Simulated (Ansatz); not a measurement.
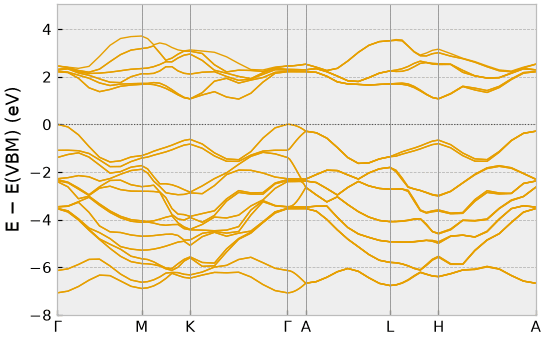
Band structure from the program Ansatz at the r²SCAN+D4 with spin–orbit coupling level (PAW)

**Question.** Read off the gap and where the band edges lie.

**Answer.** About 1.0 eV (1.05 eV by a search for the band edges); maximum at Γ, minimum on the K–Γ line, 47 % of the way from K.

The material is MoS2 in space group P6_3/mmc (No. 194; Mo on 2c, S on 4f).

The cell was relaxed with r²SCAN+D4 under the symmetry of its start. The run is not spin-polarised.

Potentials: the later of the program's two PAW sets.
